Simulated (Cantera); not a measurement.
Charge: 1 mol Fe2O3, 700 mol H2, 18 mol N2, equilibrated at 1648 K.

Equilibrium computed with Cantera from the NASA thermochemical tables; the gas is ideal and each condensed phase is pure. Candidate condensed phases: Fe, FeO, Fe(OH)2, Fe(OH)3, Fe2O3, Fe3O4, H2O; 27 gas species. Rates play no part.

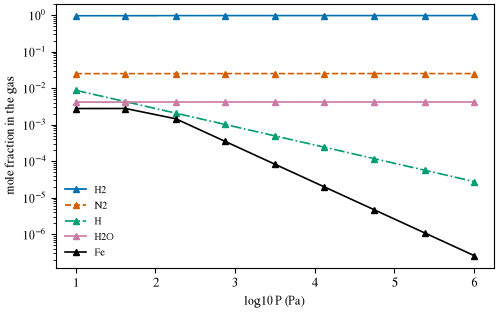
Fig. 1. Equilibrium gas composition (values under 1e-9 drawn at 1e-9)

From 10.0 Pa to 42.0 Pa nothing is condensed. From 1.80 mbar to 10.0 bar the condensed part is Fe(γ). The main Fe-bearing gas is Fe throughout.
